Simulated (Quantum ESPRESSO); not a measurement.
# Magnetic state of Sr2Fe2S2OF2 from several starts, part 2 of 2

Does Sr2Fe2S2OF2 prefer parallel or opposed moments?

Quantum ESPRESSO 7.5; LDA with U = 4.5 eV on Fe d (ortho-atomic projectors); plane waves with GBRV 1.5 LDA potentials, no spin-orbit coupling.

So far, absolute magnetization (μB): step 2 (start 1: ferro ++) 8.02.

### 3. Run 2 (antiferro +−)

Input file pw.in:

```
&CONTROL
  calculation = 'scf'
  prefix = 'pwscf'
  outdir = './tmp'
  pseudo_dir = './pseudo'
  disk_io = 'nowf'
/
&SYSTEM
  ibrav = 0
  nat = 9
  ntyp = 6
  ecutwfc = 40
  ecutrho = 280
  nbnd = 55
  occupations = 'smearing'
  smearing = 'fd'
  degauss = 0.00367493
  nspin = 2
  starting_magnetization(1) = 0
  starting_magnetization(2) = 0.25
  starting_magnetization(3) = -0.25
  starting_magnetization(4) = 0
  starting_magnetization(5) = 0
  starting_magnetization(6) = 0
/
&ELECTRONS
  conv_thr = 1.8d-08
  electron_maxstep = 150
  mixing_beta = 0.3
/
ATOMIC_SPECIES
Sr     87.6200 sr_lda_v1.uspp.F.UPF
Fe1    55.8450 fe_lda_v1.5.uspp.F.UPF
Fe2    55.8450 fe_lda_v1.5.uspp.F.UPF
S      32.0600 s_lda_v1.4.uspp.F.UPF
O      15.9990 o_lda_v1.2.uspp.F.UPF
F      18.9984 f_lda_v1.4.uspp.F.UPF
CELL_PARAMETERS angstrom
  -2.0200000000    2.0200000000    8.9990000000
   2.0200000000   -2.0200000000    8.9990000000
   2.0200000000    2.0200000000   -8.9990000000
ATOMIC_POSITIONS crystal
Sr      0.6710000000    0.6710000000    0.0000000000
Sr      0.3290000000    0.3290000000    0.0000000000
Fe1     0.0000000000    0.5000000000    0.5000000000
Fe2     0.5000000000    0.0000000000    0.5000000000
S       0.0938100000    0.0938100000    0.0000000000
S       0.9061900000    0.9061900000    0.0000000000
O       0.5000000000    0.5000000000    0.0000000000
F       0.2500000000    0.7500000000    0.5000000000
F       0.7500000000    0.2500000000    0.5000000000
K_POINTS automatic
8 8 8 0 0 0
HUBBARD {ortho-atomic}
U Fe1-3d 4.5000
U Fe2-3d 4.5000
```

Command:

```
OMP_NUM_THREADS=1 mpirun -n 4 pw.x -nk 4 -in pw.in > pw.out
```

What it wrote:

```text
[banner, memory and clock lines left out]
Program PWSCF v.7.5 starts

     Message from routine setup:
     using ibrav=0 with symmetry is DISCOURAGED, use correct ibrav instead

     bravais-lattice index     =            0
     lattice parameter (alat)  =      17.8419  a.u.
     unit-cell volume          =     991.1824 (a.u.)^3
     number of atoms/cell      =            9
     number of atomic types    =            6
     number of electrons       =        84.00
     number of Kohn-Sham states=           55
     kinetic-energy cutoff     =      40.0000  Ry
     charge density cutoff     =     280.0000  Ry
     scf convergence threshold =      1.8E-08
     mixing beta               =       0.3000
     number of iterations used =            8  plain     mixing
     Exchange-correlation=  SLA  PZ   NOGX NOGC
                           (   1   1   0   0   0   0   0)
     Hubbard projectors: ortho-atomic
     Hubbard parameters of DFT+U (Dudarev formulation) in eV:
     U(Fe1-3d) =  4.5000
     U(Fe2-3d) =  4.5000

     Internal variables: lda_plus_u =T, lda_plus_u_kind = 0

     Internal variables: orbital_resolved =F, hub_pot_fix =F, apply_U = F

     celldm(1)=  17.841937  celldm(2)=   0.000000  celldm(3)=   0.000000
     celldm(4)=   0.000000  celldm(5)=   0.000000  celldm(6)=   0.000000

     crystal axes: (cart. coord. in units of alat)
               a(1) = (  -0.213948   0.213948   0.953128 )
               a(2) = (   0.213948  -0.213948   0.953128 )
               a(3) = (   0.213948   0.213948  -0.953128 )

     reciprocal axes: (cart. coord. in units 2 pi/alat)
               b(1) = (  0.000000  2.337016  0.524589 )
               b(2) = (  2.337016  0.000000  0.524589 )
               b(3) = (  2.337016  2.337016  0.000000 )

     PseudoPot. # 1 for Sr read from file:
     sr_lda_v1.uspp.F.UPF
     Pseudo is Ultrasoft + core correction, Zval = 10.0

     PseudoPot. # 2 for Fe read from file:
     fe_lda_v1.5.uspp.F.UPF
     Pseudo is Ultrasoft + core correction, Zval = 16.0

     PseudoPot. # 3 for Fe read from file:
     fe_lda_v1.5.uspp.F.UPF
     Pseudo is Ultrasoft + core correction, Zval = 16.0

     PseudoPot. # 4 for S  read from file:
     s_lda_v1.4.uspp.F.UPF
     Pseudo is Ultrasoft + core correction, Zval =  6.0

     PseudoPot. # 5 for O  read from file:
     o_lda_v1.2.uspp.F.UPF
     Pseudo is Ultrasoft + core correction, Zval =  6.0

     PseudoPot. # 6 for F  read from file:
     f_lda_v1.4.uspp.F.UPF
     Pseudo is Ultrasoft, Zval =  7.0

     atomic species   valence    mass     pseudopotential
     Sr               10.00    87.62000     Sr( 1.00)
     Fe1              16.00    55.84500     Fe( 1.00)
     Fe2              16.00    55.84500     Fe( 1.00)
     S                 6.00    32.06000     S ( 1.00)
     O                 6.00    15.99900     O ( 1.00)
     F                 7.00    18.99840     F ( 1.00)

     Starting magnetic structure
     atomic species   magnetization
     Sr              0.000
     Fe1             0.250
     Fe2            -0.250
     S               0.000
     O               0.000
     F               0.000

      8 Sym. Ops., with inversion, found

   Cartesian axes

     site n.     atom                  positions (alat units)
         1        Sr     tau(   1) = (  -0.0000000   0.0000000   1.2790974  )
         2        Sr     tau(   2) = (  -0.0000000   0.0000000   0.6271581  )
         3        Fe1    tau(   3) = (   0.2139480   0.0000000   0.0000000  )
         4        Fe2    tau(   4) = (   0.0000000   0.2139480   0.0000000  )
         5        S      tau(   5) = (  -0.0000000   0.0000000   0.1788258  )
         6        S      tau(   6) = (  -0.0000000   0.0000000   1.7274297  )
         7        O      tau(   7) = (   0.0000000   0.0000000   0.9531277  )
         8        F      tau(   8) = (   0.2139480   0.0000000   0.4765639  )
         9        F      tau(   9) = (   0.0000000   0.2139480   0.4765639  )

     number of k points=    95  Fermi-Dirac smearing, width (Ry)=  0.0037
                       cart. coord. in units 2pi/alat
        k(    1) = (   0.0000000   0.0000000   0.0000000), wk =   0.0019531
        k(    2) = (   0.2921271   0.2921271   0.0000000), wk =   0.0078125
        k(    3) = (   0.5842541   0.5842541   0.0000000), wk =   0.0078125
        k(    4) = (   0.8763812   0.8763812   0.0000000), wk =   0.0078125
        k(    5) = (  -1.1685082  -1.1685082   0.0000000), wk =   0.0039062
        [... 90 further k-points ...]

     Dense  grid:    78531 G-vectors     FFT dimensions: (  96,  96,  96)

     Smooth grid:    33817 G-vectors     FFT dimensions: (  72,  72,  72)

     Check: negative core charge=   -0.000018
     Generating pointlists ...
     new r_m :   0.1079 (alat units)  1.9256 (a.u.) for type    1
     new r_m :   0.0883 (alat units)  1.5746 (a.u.) for type    2
     new r_m :   0.0883 (alat units)  1.5746 (a.u.) for type    3
     new r_m :   0.1150 (alat units)  2.0522 (a.u.) for type    4
     new r_m :   0.0883 (alat units)  1.5746 (a.u.) for type    5
     new r_m :   0.1079 (alat units)  1.9256 (a.u.) for type    6

     Initial potential from superposition of free atoms

     starting charge      81.9458, renormalised to      84.0000

     negative rho (up, down):  6.508E-02 6.508E-02

     STARTING HUBBARD OCCUPATIONS:

     =================== HUBBARD OCCUPATIONS ===================
     ------------------------ ATOM    3 ------------------------
     Tr[ns(  3)] (up, down, total) =   5.00000  0.00000  5.00000
     Atomic magnetic moment for atom   3 =   5.00000
     [... lines left out ...]
     ------------------------ ATOM    4 ------------------------
     Tr[ns(  4)] (up, down, total) =   0.00000  5.00000  5.00000
     Atomic magnetic moment for atom   4 =  -5.00000
     [... lines left out ...]
     Number of occupied Hubbard levels =   10.0000

     Atomic wfc used for Hubbard projectors are orthogonalized

     Starting wfcs are   72 randomized atomic wfcs

     Self-consistent Calculation

     iteration #  1     ecut=    40.00 Ry     beta= 0.30
     Davidson diagonalization with overlap
     ethr =  1.00E-02,  avg # of iterations =  5.5

     =================== HUBBARD OCCUPATIONS ===================
     ------------------------ ATOM    3 ------------------------
     Tr[ns(  3)] (up, down, total) =   4.95964  4.68348  9.64312
     Atomic magnetic moment for atom   3 =   0.27616
     [... lines left out ...]
     ------------------------ ATOM    4 ------------------------
     Tr[ns(  4)] (up, down, total) =   4.68360  4.95965  9.64325
     Atomic magnetic moment for atom   4 =  -0.27605
     [... lines left out ...]
     Number of occupied Hubbard levels =   19.2864

     negative rho (up, down):  6.403E-02 6.403E-02

     total energy              =    -784.88695742 Ry
     estimated scf accuracy    <      76.58207778 Ry

     total magnetization       =     0.00 Bohr mag/cell
     absolute magnetization    =     1.27 Bohr mag/cell

     iteration #  2     ecut=    40.00 Ry     beta= 0.30
     Davidson diagonalization with overlap
     ethr =  1.00E-02,  avg # of iterations =  7.6

     negative rho (up, down):  6.345E-02 6.345E-02

     total energy              =    -793.07563248 Ry
     estimated scf accuracy    <     504.13030588 Ry

     total magnetization       =     0.00 Bohr mag/cell
     absolute magnetization    =     0.17 Bohr mag/cell

     [... further iterations left out ...]

     iteration # 22     ecut=    40.00 Ry     beta= 0.30
     Davidson diagonalization with overlap
     ethr =  1.84E-10,  avg # of iterations =  2.4

     negative rho (up, down):  6.602E-02 6.602E-02

     total energy              =    -819.27860099 Ry
     estimated scf accuracy    <       0.00000006 Ry

     total magnetization       =     0.00 Bohr mag/cell
     absolute magnetization    =     7.47 Bohr mag/cell

     iteration # 23     ecut=    40.00 Ry     beta= 0.30
     Davidson diagonalization with overlap
     ethr =  7.44E-11,  avg # of iterations =  3.7

     negative rho (up, down):  6.602E-02 6.602E-02

     Magnetic moment per site  (integrated on atomic sphere of radius R)
     atom   1 (R=0.108)  charge=  7.0348  magn= -0.0000
     atom   2 (R=0.108)  charge=  7.0348  magn= -0.0000
     atom   3 (R=0.088)  charge= 13.2404  magn=  3.2897
     atom   4 (R=0.088)  charge= 13.2404  magn= -3.2897
     atom   5 (R=0.115)  charge=  4.7039  magn=  0.0000
     atom   6 (R=0.115)  charge=  4.7039  magn=  0.0000
     atom   7 (R=0.088)  charge=  5.5500  magn=  0.0000
     atom   8 (R=0.108)  charge=  7.1955  magn=  0.0000
     atom   9 (R=0.108)  charge=  7.1955  magn=  0.0000

     End of self-consistent calculation

     =================== HUBBARD OCCUPATIONS ===================
     ------------------------ ATOM    3 ------------------------
     Tr[ns(  3)] (up, down, total) =   4.90412  1.27560  6.17972
     Atomic magnetic moment for atom   3 =   3.62852
     [... lines left out ...]
     ------------------------ ATOM    4 ------------------------
     Tr[ns(  4)] (up, down, total) =   1.27562  4.90412  6.17975
     Atomic magnetic moment for atom   4 =  -3.62850
     [... lines left out ...]
     Number of occupied Hubbard levels =   12.3595

     Number of k-points >= 100: set verbosity='high' to print the bands.

     the Fermi energy is     9.5816 ev

!    total energy              =    -819.27860113 Ry
     estimated scf accuracy    <          8.3E-09 Ry
     smearing contrib. (-TS)   =      -0.00000000 Ry
     internal energy E=F+TS    =    -819.27860113 Ry

     The total energy is F=E-TS. E is the sum of the following terms:
     one-electron contribution =    -554.09063414 Ry
     hartree contribution      =     314.80600851 Ry
     xc contribution           =    -136.89769200 Ry
     ewald contribution        =    -443.24765987 Ry
     Hubbard energy            =       0.15137637 Ry

     total magnetization       =    -0.00 Bohr mag/cell
     absolute magnetization    =     7.47 Bohr mag/cell

     convergence has been achieved in  23 iterations
```

Wall time 23 min (4 MPI ranks of Arm Neoverse V2, shared host); peak memory 1.9 GiB.

Spin moment in the atom's sphere by atom:

| atom | spin moment in the atom's sphere (μB) |
| --- | --- |
| Sr1 | 0.00 |
| Sr2 | 0.00 |
| Fe3 | 3.29 |
| Fe4 | -3.29 |
| S5 | 0.00 |
| S6 | 0.00 |
| O7 | 0.00 |
| F8 | 0.00 |
| F9 | 0.00 |

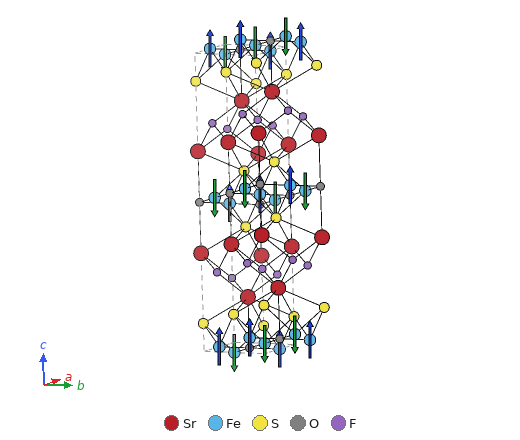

Spin moment in the atom's sphere as arrows, the longest 3.29 μB. Up and down stand for the sign. Arrows give size and sign along the axis of quantisation, drawn up and down the page. The two directions have two colours. 2×1×1 conventional cells are drawn. Some periodic images of atoms are drawn too.

Read from the output:

```yaml
smearing_term_ts: 2.81e-11 eV
magnetization: 0 μB
absolute_magnetization: 7.47 μB
final_state: antiferromagnetic
```

### 4. The states side by side

An order is kept where moments of 0.15 μB or more survive with the typed signs; meshes match where a doubled cell samples the same k points as the first cell.

Orders:

| start | final state | typed order kept | energy over the lowest (meV a seeded atom) | largest site moment (μB) | net moment (μB a cell of the first run) | mesh matched | CPU time (s) |
| --- | --- | --- | --- | --- | --- | --- | --- |
| ferro ++ | ferromagnetic | yes | 55.79 | 3.324 | 8 | yes | 3335 |
| antiferro +- | antiferromagnetic | yes | 0 | 3.29 | 0 | yes | 5440 |

### 5. Occupations of the corrected shells in the lowest state

Occupations of the Hubbard shells:

| block | type | shell | spin | electrons | occupation numbers |
| --- | --- | --- | --- | --- | --- |
| 3 | Fe1 | 3d | up | 4.904 | 0.972 0.977 0.980 0.985 0.990 |
| 3 | Fe1 | 3d | down | 1.276 | 0.041 0.047 0.109 0.144 0.936 |
| 4 | Fe2 | 3d | up | 1.276 | 0.041 0.047 0.109 0.144 0.936 |
| 4 | Fe2 | 3d | down | 4.904 | 0.972 0.977 0.980 0.985 0.990 |

### 6. Summary of results

```json
{
  "lowest state found": "antiferromagnetic (from antiferro +-)",
  "largest site moment": "3.29 μB",
  "next state with moments": "ferromagnetic, 55.8 meV a seeded atom higher"
}
```

What this shows: This is the lowest of 2 collinear or spinless starts, no proof of the ground state.

[Logs and program files are shortened in this print: banners, set-up blocks, solver, clock and traceback lines can be left out without a mark of their own.]

[Logs are printed without paths, hosts, clocks, repeated set-up lines and the standing remarks that a program may print on its own settings, such as how far it seeks lower states.]

[Hosts, paths, dates, database ids (printed as entryN), source tags and the programs' standing remarks are cut or masked in the printed files.]

[Where a cell is said to come from a database of computed structures, the database is the Materials Project.]
